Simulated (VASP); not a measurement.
Band structure of HgS (zinc blende). These are PBE GGA with spin-orbit coupling, VASP's PBE PAW potentials (set 64) (plane waves; VASP) values and carry that method's errors.

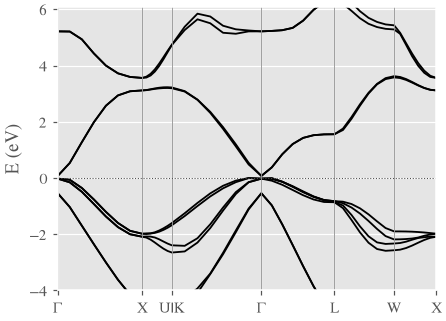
Bands along high-symmetry lines, zero at the valence-band maximum or, without a gap, the Fermi level

### Question
Read the plot: is there a gap, and where are the band edges?

### Answer
The gap is indirect, 0.07 eV, from the valence maximum at K-Γ at 0.86 to the conduction minimum at Γ.

The compound is HgS in the zinc blende structure, metacinnabar; cinnabar is the stable form. It was relaxed first, which changed the volume by +8 %.
